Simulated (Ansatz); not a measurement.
**C₂H₅ClFSi (SMILES [CH2][Si](C)(F)Cl) (doublet): density, localisation and related maps**

The calculation's input:

```
crystal:
  periodic: [false, false, false]
  atoms:
    - symbol: C
      position_ang: [-3.526204, -1.354100, -1.004607]
    - symbol: C
      position_ang: [-0.600122, -0.339264, -1.151903]
    - symbol: Cl
      position_ang: [-2.234265, 0.004086, 1.573189]
    - symbol: F
      position_ang: [-1.423197, -2.580356, 0.386265]
    - symbol: Si
      position_ang: [-1.929598, -1.127218, -0.134009]
    - symbol: H
      position_ang: [-3.868075, -0.678477, -1.795818]
    - symbol: H
      position_ang: [-4.238386, -2.134476, -0.715838]
    - symbol: H
      position_ang: [-0.915523, 0.658679, -1.492677]
    - symbol: H
      position_ang: [0.320294, -0.224671, -0.560250]
    - symbol: H
      position_ang: [-0.374339, -0.954911, -2.036240]
basis:
  gaussian:
    orbitals: def2-TZVPD
magnetization:
  spin_polarized: true
  initial_magnetization: 1
hamiltonian:
  xc: {name: PBE0}
output: {forces: true, orbitals: {seedname: orbitals}}
```

Run with:

```sh
ansatz run input.yaml --threads 2 --pin off --max-ram 4350MiB --events-out events.jsonl --progress --plain --runs-dir runs
```

Geometry: PBE0-D3(BJ)/def2-SVP.

Theory: isolated molecule in a Gaussian basis; Kohn-Sham density functional theory, functional PBE0 in Ansatz 0.2.0.

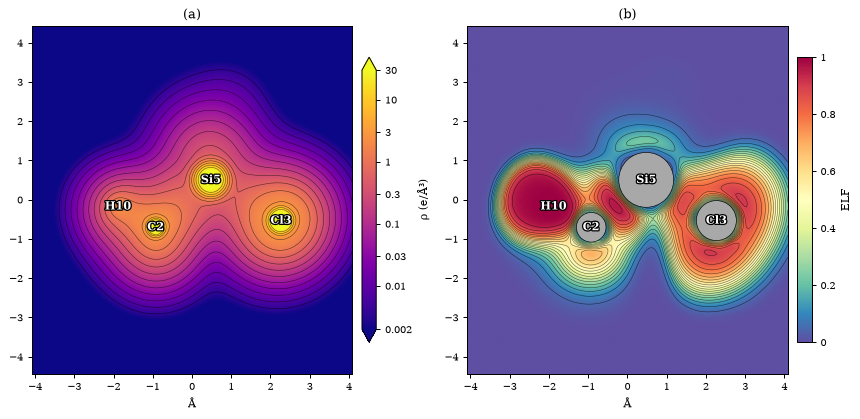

Figure 1. (a) total electron density; (b) electron localisation function on the plane of atoms Si5, C2 and H10. Grey discs cover the atomic cores in the ELF map.

### Describe what can be read from this map.

- The plane passes through C, Cl, Si and H nuclei.
- C–Si (1.85 Å): ρ is about 1 e/Å³ halfway; the ELF peaks at about 0.95 between the atoms, as expected for a covalent bond.
- Si–Cl (2.07 Å): the density is about 0.89 e/Å³ at the midpoint; the ELF peaks at about 0.85 between the atoms (a shared but strongly polarised pair).
- C–H (1.10 Å): ρ at the midpoint is about 1.9 e/Å³; the ELF climbs to about 1 towards the hydrogen, as it does in any bond to H: a covalent bond by its length.
- The ELF also peaks beside Cl3, away from the bonds: non-bonding electrons, paired or unpaired.

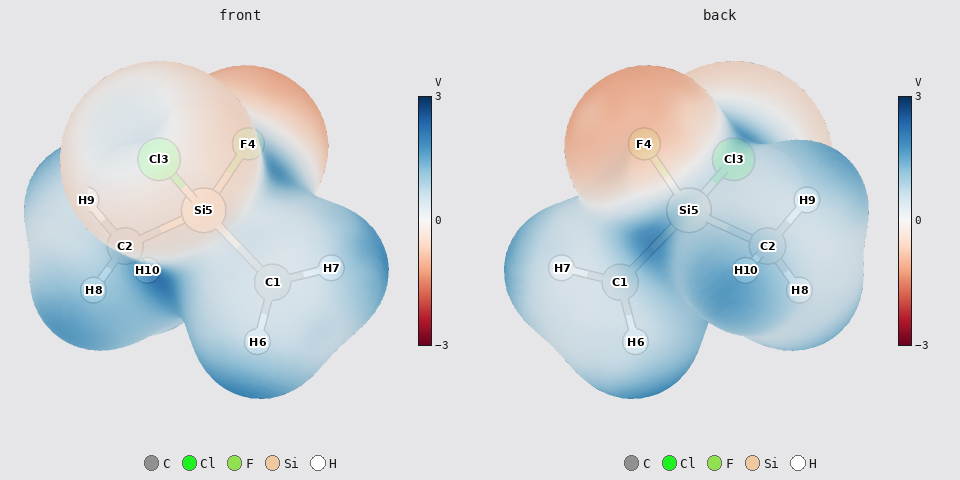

Figure 2. The molecular electrostatic potential painted on the density surface at 0.004 e/bohr³, seen from the front and from behind; the colour scale runs from red (negative) to blue (positive).

### Describe the electrostatic potential map.

The most negative region (about −1.1 V) lies over F4, the most positive (about +2.0 V) over Si5. Cl3 shows a σ-hole: about +0.3 V at the tip opposite its bond, against about −0.4 V on its flanks.

### How polar is the molecule by this calculation?

Its dipole moment is 2.51 D.

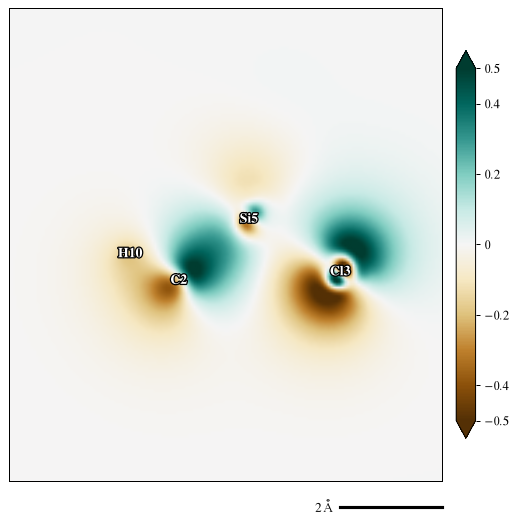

Figure 3. The HOMO (β) on the plane of atoms C2, Si5 and Cl3 (values in Å⁻³ᐟ²; the overall sign is arbitrary).

### Where does this orbital lie, and at what energy?

It lies mainly on Cl3 (about 55 %), C2 (about 15 %), Si5 (about 10 %) and C1 (about 10 %). Its energy is −8.90 eV.
